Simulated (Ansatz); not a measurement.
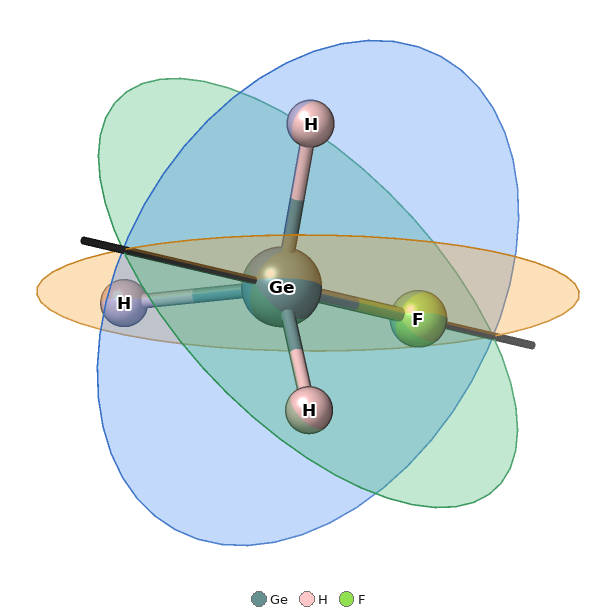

All proper rotation axes (lines) and mirror planes (discs) of the structure are drawn in. Atoms fade into the background with distance from the viewer. Computed geometry: PBE0-D4/def2-TZVP optimisation.

> What is the order of each axis, and which point group results?

It has 1 C3 axis and 3 mirror planes. Point group C3v. The group has 6 operations. The geometry is achiral, and symmetry allows a dipole moment.
